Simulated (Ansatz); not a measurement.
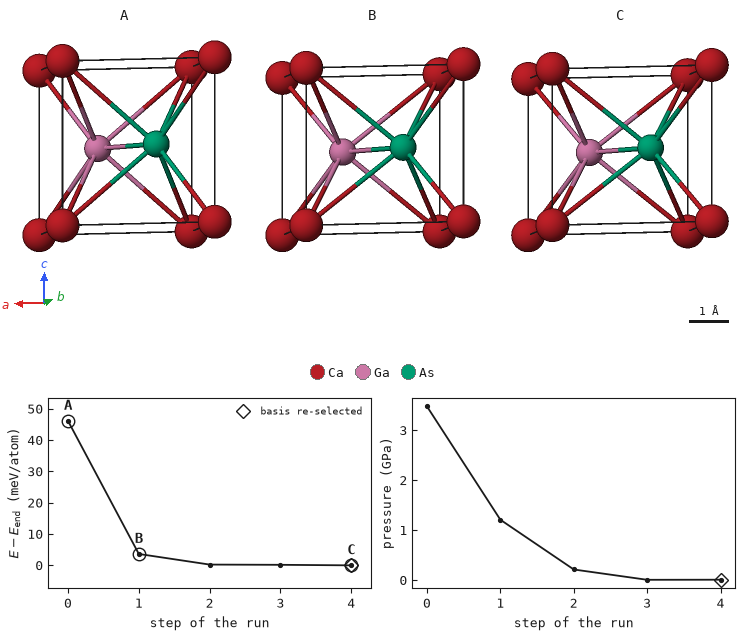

Frames of a relaxation of solid CaGaAs (a generated structure, set up in P-6m2), marked on the history of the run. Style: ball-and-stick. Shown: the cell of the calculation, from a free direction.

Level of theory: DFT PBE, scalar-relativistic, plane waves, PAW (Ansatz). (plane-wave cutoff 420 eV; k-point mesh 12 × 12 × 12; occupations gaussian; smearing width 0.1 eV; no spin polarisation; cell and atoms relaxed; force threshold 0.01 eV/Å; at most 80 steps)

### What happens along the run?

Over 3 accepted moves (4 points after the start) the energy falls by 46.2 meV per atom. All forces vanish by symmetry, so only the cell relaxes. Pressure: 3.48 GPa at the start and 0.01 GPa at the end. The SCF was repeated once at an unchanged geometry on a basis and grid sized afresh for the cell, which shifted the energy by 0.2 meV per atom at most. No atom moves by more than 0.005 Å relative to the cell. Cell: a = b 4.280 → 4.481 Å (+4.7 %), c 4.299 → 4.086 Å (−5.0 %). Volume +4.2 %. Some distances before and after: As–Ga 2.471 → 2.587 Å, As–Ca 3.275 → 3.297 Å, Ca–Ga 3.275 → 3.297 Å. The space group stays P-6m2 (No. 187). From step 0 to 1: volume +2.1 %, energy −42.5 meV per atom. From step 1 to 4: volume +2.1 %, energy −3.6 meV per atom.
